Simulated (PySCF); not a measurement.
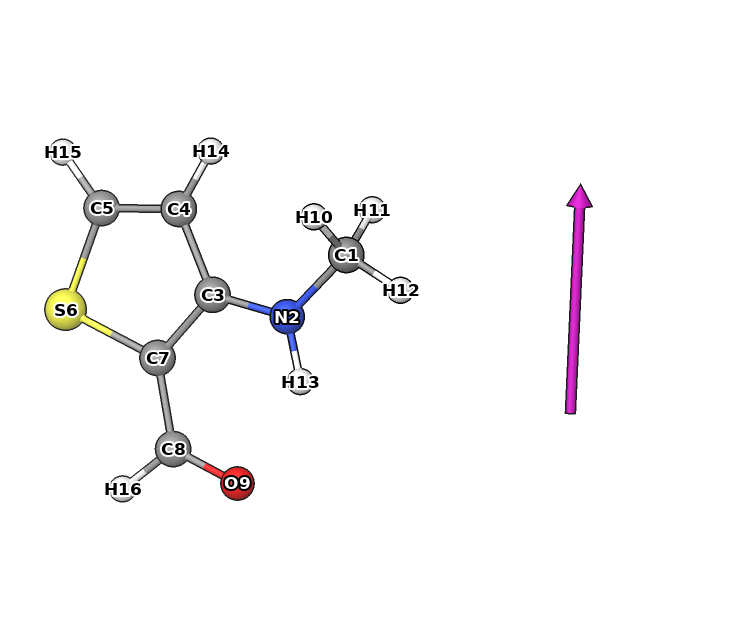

The arrow beside the molecule shows the direction of the dipole moment, from the negative to the positive end (its length means nothing). The computed structure is the end point of a GFN2-xTB optimisation. No frequency run is at hand to confirm it as a minimum. Properties computed with CAM-B3LYP/def2-SVPD, gas phase (PySCF 2.14.0).

### How large is the dipole moment?

3.70 D; it points from the side of H16 to the side of H14 (the outermost atoms at the two ends).
